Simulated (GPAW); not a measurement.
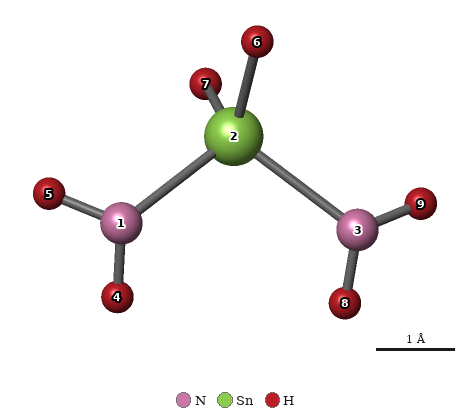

*The structure (ball-and-stick view, seen at a tilt; atoms are numbered from 1 in the order of the input). Sticks mark near contacts.*

Bond lengths as drawn: H–N 1.01 Å, H–Sn 1.66 to 1.71 Å and N–Sn 2.00 Å.

# Run report: SnN2H6, property calculation

SnN2H6, SMILES [NH2][SnH2][NH2], computed with LDA (PW92)/sz(dzp), scalar-relativistic datasets (GPAW 26.7.0).

The geometry comes from this level: GFN2-xTB.

**Input (h6n2sn.py)**
```python
import numpy as np
from ase.io import read
from ase.units import Debye
from gpaw import GPAW

system = read("h6n2sn.xyz")
system.center(vacuum=4.5)

calc = GPAW(mode="lcao",
            basis="sz(dzp)",
            h=0.25,
            xc="LDA",
            maxiter=100,
            symmetry="off",
            txt="h6n2sn.txt")
system.calc = calc

energy = system.get_potential_energy()
print(f"Energy: {energy:.5f} eV")
forces = system.get_forces()
print("Forces (eV/Ang)")
for symbol, f in zip(system.symbols, forces):
    print(f'{symbol:2} {f[0]:9.4f} {f[1]:9.4f} {f[2]:9.4f}')
dipole = system.get_dipole_moment() / Debye
print(f"Dipole: {np.linalg.norm(dipole):.3f} D")
homo, lumo = calc.get_homo_lumo()
print(f"HOMO                    {homo:.3f} eV")
print(f"LUMO = {lumo:.3f} eV")
print(f"Gap: {lumo - homo:.3f} eV")
```

**File h6n2sn.xyz**
```
9

N     -1.187770     0.544730    -1.045040
Sn     0.542540     0.443830    -0.043800
N      0.153120    -0.854160     1.429560
H     -1.635560    -0.341950    -1.229700
H     -1.161640     1.051310    -1.918540
H      0.766090     1.919700     0.671000
H      1.914470     0.074110    -0.995580
H     -0.339380    -1.691620     1.152400
H      0.948140    -1.145930     1.979710
```

Command:
```bash
python h6n2sn.py
```

**What the program printed**
```
Energy: -32.98051 eV
Forces (eV/Ang)
N     2.4235    2.0970    5.3137
Sn   -1.7267   -1.0363    0.3563
N    -1.1575    4.0597   -0.0267
H    -2.0131   -3.4259   -0.7604
H     0.1081    2.2719   -3.2091
H     0.6060    1.7446    1.1385
H     0.9564   -0.5461   -1.1519
H    -2.3862   -3.2016   -0.9114
H     2.9370   -1.0929    2.4151
Dipole: 2.926 D
HOMO                    -5.744 eV
LUMO = -0.624 eV
Gap: 5.120 eV
```

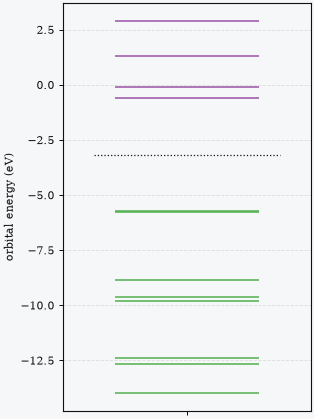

*Orbital energies near the frontier; the dotted line parts filled from empty levels, and levels within 0.02 eV of each other stand side by side.*

Highest filled −5.74 eV, lowest empty −0.62 eV, 5.12 eV apart.

**Key numbers**

```tsv
quantity	value
outcome	converged
energy relative to the program's reference atoms	−32.9805 eV
basis functions	23
largest force	6.205 eV/Å
HOMO	−5.74 eV
LUMO	−0.62 eV
dipole moment	2.93 D
hardware	1 thread of Arm Neoverse V2, 24 GiB of memory available, shared host
wall time	3.5 s
peak memory	0.38 GiB
```

On so coarse a grid the energy depends on the position of the molecule, which gives spurious forces.
